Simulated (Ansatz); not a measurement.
# How Mg(0001) screens a field, part 2 of 2

Aim: image plane and induced charge of Mg(0001).

Ansatz 0.2.0; plane-wave DFT, r2SCAN, Ansatz PAW.

So far. Step 7 (Single point, field 0.2 V/Å): The dipole is 0.167 e·Å. Step 8 (Atoms held, field -0.2 V/Å): The dipole is -0.167 e·Å.

### 9. Single point, field 0.4 V/Å

Input file input.yaml:

```yaml
crystal:
  lattice:
    - [3.21, 0.0, 0.0]
    - [1.605, 2.7799415461, 0.0]
    - [0.0, 0.0, 31.0326]
  atoms:
    - { symbol: Mg, position: [0.6666666667, 0.6666666667, 0.2900175944] }
    - { symbol: Mg, position: [0.0, 0.0, 0.3740105566] }
    - { symbol: Mg, position: [0.6666666667, 0.6666666667, 0.4580035189] }
    - { symbol: Mg, position: [0.0, 0.0, 0.5419964811] }
    - { symbol: Mg, position: [0.6666666667, 0.6666666667, 0.6259894434] }
    - { symbol: Mg, position: [0.0, 0.0, 0.7099824056] }
kpoints:
  mp_grid: { grid: [18, 18, 1] }
hamiltonian:
  xc: r2scan
scf:
  occupations: { method: fermi_dirac, width: 0.1 }
  convergence: { dr2_threshold: 1.0e-10 }
efield:
  axis: 3
  dipole_correction: true
  ramp_position: 0.97
  ramp_width: 0.06
  amplitude: 0.4
output:
  forces: true
  write_potential: true
  write_density: true
  volumetric_format: npy
  elf: true
```

Launch:

```
$ ansatz run input.yaml --threads 4 --pin off --max-ram 6144MiB --backend cpu --events-out ev --progress --plain --runs-dir out
```

Numbers of over 12 decimals in the logs are rounded to 6 here.

Output:

```text
[...]
Crystal: 6 atoms, lattice volume = 276.923 Å³
Basis set: ecut = 500 eV, 6995 PW (Γ), exchange–correlation on 96×96×960 points (64 copies of the dense FFT grid, shifted against one another)
Bands: 36, of which v1, the nominal top of the filled ones, is band 30 counted from 1 (29 counted from 0)
Symmetry: 6 space group operations
k-points: 37 of 324 (time reversal used)
[...]
k-point 0: bands = [... 26 lower, -5.1280, -4.1862, -2.9941, -1.5425, -0.3842, 1.5028, 2.9985, 3.5736, ... 2 higher]
  k-point 1: bands = [... 26 lower, -5.0642, -4.1230, -2.9314, -1.4800, -0.3237, 1.5629, 3.0581, 3.6330, ... 2 higher]
  k-point 2: bands = [... 26 lower, -4.8732, -3.9335, -2.7437, -1.2933, -0.1425, 1.7420, 3.2357, 3.8107, ... 2 higher]
  k-point 36: bands = [... 26 lower, 0.5004, 0.7107, 0.8281, 0.8286, 1.3359, 1.3476, 1.3570, 2.2138, ... 2 higher]
[key lines of the parts left out:]
SCF converged after 10 iterations
Free energy (F): -11557.853857 eV
Fermi energy:    0.933043 eV
Dipole field:    D = 0.217782 V/Å  (p = 0.333288 e·Å, saw-weighted, corrected)
```

The job ended after 14 s (4 threads of Intel Xeon Platinum 8488C (Sapphire Rapids), shared host; peak memory 1.3 GiB; 55 s of CPU time).

Running mean over 2.60652 Å of the planar mean, with the applied field; the ramp of the sawtooth is left out. Electron's electrostatic potential energy less the Fermi level against z:

```tsv
z (Å)	electron's electrostatic potential energy less the Fermi level (eV)
5.0	2.99
7.5	0.622
10.0	-4.04
12.5	-4.04
15.0	-4.07
17.5	-4.06
20.0	-4.03
22.5	-3.64
25.0	4.13
27.5	5.26
```

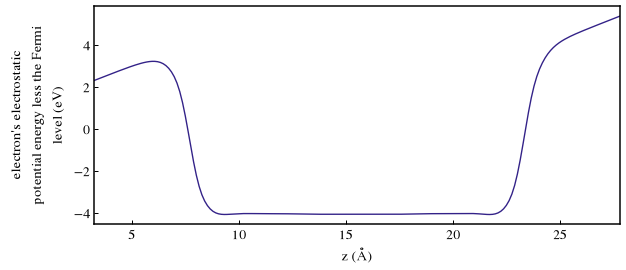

Electron's electrostatic potential energy less the Fermi level, plotted against z.

The dipole is 0.333 e·Å.

### 10. The response

This step: plane-wave DFT, r2SCAN, Ansatz PAW; screening of a field by a metal slab (Ansatz 0.2.0).

The dipoles give the slope, and the difference of two potentials shows where the field is screened.

Numbers from this step:

| Quantity | Value |
| --- | --- |
| equivalent conductor thickness p/(ε₀AE) | 16.88 Å |
| distance between the outer atoms | 13.03 Å |
| inner field over outer field | 4.76e-4 |
| image plane, upper face | 1.873 Å |
| induced electrons on the upper face over ε₀E | -1.006 |
| image plane, lower face | 1.873 Å |
| induced electrons on the lower face over ε₀E | 1.006 |

Table of dipole of the cell by applied field:

```tsv
applied field (V/Å)	dipole of the cell (e·Å)
-0.200	-0.167
-0.100	-0.0833
-0.050	-0.0416
0.000	0
0.050	0.0416
0.100	0.0833
0.200	0.167
0.400	0.333
```

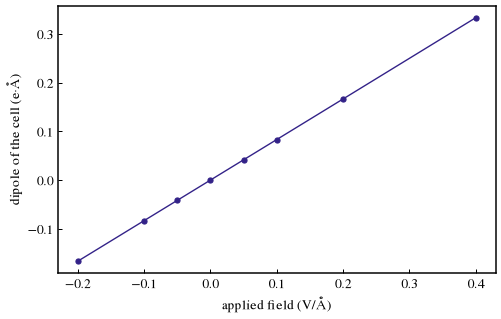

Dipole of the cell, plotted against applied field.

Local field over the applied field, running mean. From the potentials at -0.05 and 0.05 V/Å; running mean over 2.60652 Å. Local field over applied field against z:

```tsv
z (Å)	local field over applied field
5	0.970
6	0.855
7	0.553
8	0.196
9	0.00755
10	-0.00577
11	0.00449
12	-0.00197
13	0.00294
14	-9.2e-5
15	9.6e-4
16	0.00109
17	-2.1e-4
18	0.00301
19	-0.00194
20	0.00423
21	-0.00495
22	0.00467
23	0.187
24	0.541
25	0.848
26	0.968
```

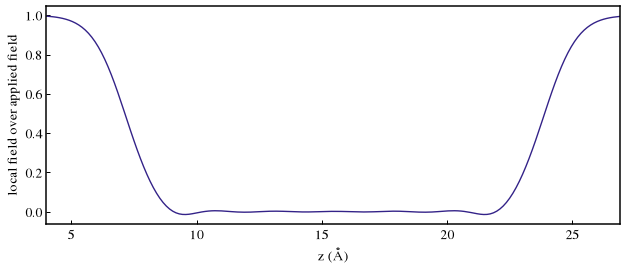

Local field over applied field, plotted against z.

The induced electron density oscillates, so the rows of the table below give means over windows of 2.72 Å about each position, cut where the curve ends. Its maxima inside the range that stand out by 2 % of the span (Å: e/Å³ per V/Å): 7.6: 0.00329, 10.3: 4.4e-4, 12.7: 1.9e-4, 15.0: 1.2e-4, 17.2: 1.4e-4, 19.4: 2.8e-4, 21.9: 8.3e-4. Its minima: 9.2: -8.3e-4, 11.6: -2.8e-4, 13.8: -1.4e-4, 16.0: -1.2e-4, 18.4: -1.9e-4, 20.7: -4.4e-4, 23.4: -0.00329.

Electrons, planar mean, per unit field. Table of induced electron density by z; means over each step:

```tsv
z (Å)	induced electron density (e/Å³ per V/Å)
5.37	5.2e-4
8.09	0.00148
10.81	-5.2e-6
13.53	2.6e-5
16.25	2.4e-5
18.97	7.8e-6
21.69	-2.0e-4
24.41	-0.00182
```

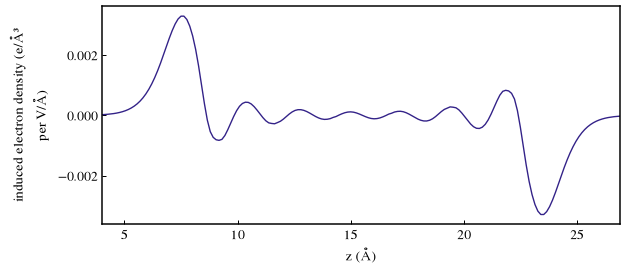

Induced electron density, plotted against z.

By hand: between -0.05 and 0.05 V/Å the dipole changes by 0.08325 e·Å, a slope of 0.8325 e·Å²/V. A perfect conductor of thickness t has p = ε₀AEt, so t = 180.95 × 0.8325 / 8.924 = 16.88 Å (e/ε₀ = 180.95 V·Å, A in Å²). Less the 13.03 Å between the outer atoms, and halved, that puts each image plane 1.92 Å out.

The induced dipole is that of a conductor 16.88 Å thick.

### 11. Outcome

| Property | Result |
| --- | --- |
| work function | 3.82 eV |
| image plane, upper face | 1.87 Å |
| induced electrons on the upper face over ε₀E | -1.01 |
| equivalent conductor thickness p/(ε₀AE) | 16.9 Å |
| inner field over outer field | 4.8e-4 |

What this shows: The induced charge has its centre 1.87 Å outside the outermost atoms; this is the plane from which a capacitor's gap or an image potential counts. The equivalent conductor thickness exceeds the distance between the outer atoms by 3.85 Å, about the sum of the two image-plane distances. In the middle of the slab the field is screened to under 0.5 % of its outer value. The atoms are held at bulk positions with the tabulated experimental lattice constant.

[Logs are printed without paths, hosts, clocks, repeated set-up lines and the standing remarks that a program may print on its own settings, such as how far it seeks lower states.]

[Hosts, paths, dates, database ids (printed as entryN), source tags and the programs' standing remarks are cut or masked in the printed files.]

[Maps of the electrostatic potential energy from Ansatz leave out the sawtooth potential of an applied field or a dipole correction, so their vacuum need not be flat; planar profiles and work functions include it.]
